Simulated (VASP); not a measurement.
Band structure of ZnO (wurtzite). Calculation: AM05 GGA, VASP's PBE PAW potentials (set 64) (plane waves; VASP 6.6.1).

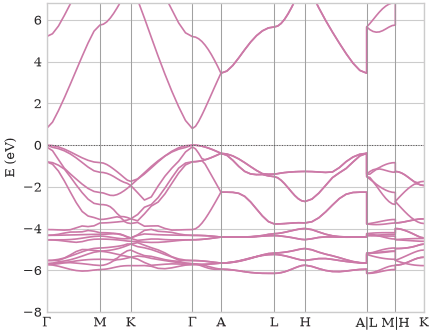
Fig. 1. Bands along high-symmetry lines, zero at the valence-band maximum or, without a gap, the Fermi level

Task: Read the plot: is there a gap, and where are the band edges?

Result: The gap is direct, 0.80 eV, from the valence maximum at Γ to the conduction minimum at Γ. (Edges off the drawn lines would not show.)

Measured: gap 3.60 eV (computed value off by -2.80 eV), as given by Wei Chen et al., Physical Review Materials (2018), doi:10.1103/physrevmaterials.2.073803 [zero-point renormalisation of 0.16 eV added back (the table's ZPR column)].

The compound is ZnO in the wurtzite structure. It was relaxed first.
